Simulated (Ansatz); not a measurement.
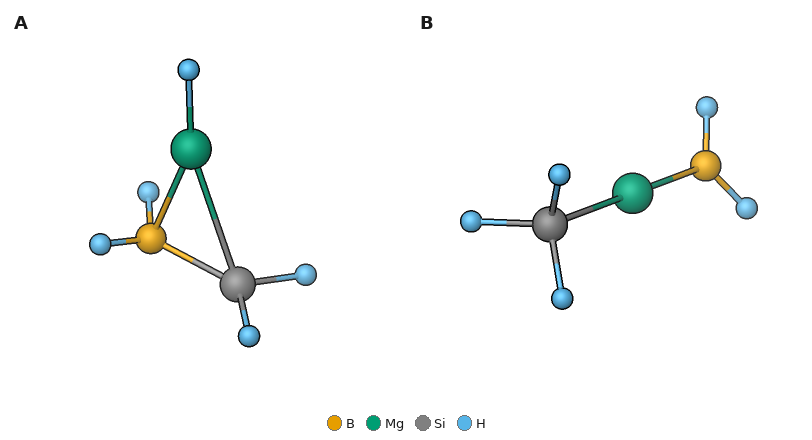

2 stationary structures of one formula. Geometries: PBE0-D4/def2-TZVP. Electronic energies: RHF-CCSD(T) (frozen core)/def2-TZVPP (Ansatz 0.2.0), without zero-point energy. No frequency run is at hand to confirm each as a minimum. Each is one conformer, not always the lowest.

Which is lowest in energy, and by how much?

A is lowest (Cs); B lies 68.4 kJ/mol above it.

Give E(B) − E(A) in kJ/mol at these levels too: PBE0-D4/def2-TZVP; B3LYP-D4/def2-TZVPP; ωB97M-V/def2-TZVPP; PBE0-D4/def2-TZVPP; r2SCAN-D4/def2-TZVPP; RHF-CCSD(T) (frozen core)/def2-TZVPP; PBE-D4/def2-TZVPP.

```tsv
level	E(B) − E(A) (kJ/mol)
PBE0-D4/def2-TZVP	+78.7
B3LYP-D4/def2-TZVPP	+68.3
ωB97M-V/def2-TZVPP	+72.2
PBE0-D4/def2-TZVPP	+79.0
r2SCAN-D4/def2-TZVPP	+87.3
RHF-CCSD(T) (frozen core)/def2-TZVPP	+68.4
PBE-D4/def2-TZVPP	+90.4
```
